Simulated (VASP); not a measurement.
Band structure of HfScGe4 (space group Amm2). All values below come from PBEsol GGA, VASP's PBE PAW potentials (set 64) (plane waves; VASP).

Unless said otherwise, spin-orbit coupling is left out, though it shifts the bands of the heavy elements here.

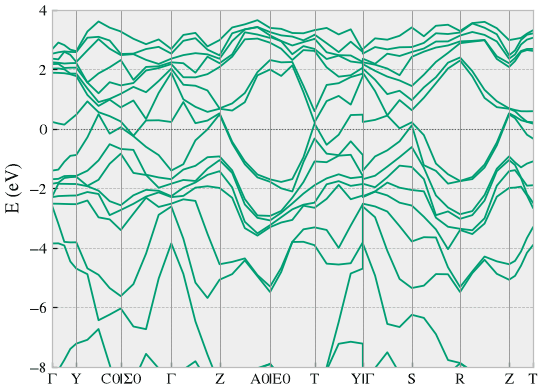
Fig. 1. Bands along high-symmetry lines, zero at the valence-band maximum or, without a gap, the Fermi level

Question: Read the plot: is there a gap, and where are the band edges?

Answer: It has no gap at this level: it comes out as a metal or semimetal.

The structure comes from a computed database's HfScGe4 entry (Amm2); how it stands against other phases isn't given here. The cell was not relaxed at this level. The k-mesh is coarse (spacing up to 0.42 per Å, 2π included), so the numbers may not be converged in it. The electron count is odd and the run is not spin-polarised, which forces a metal.
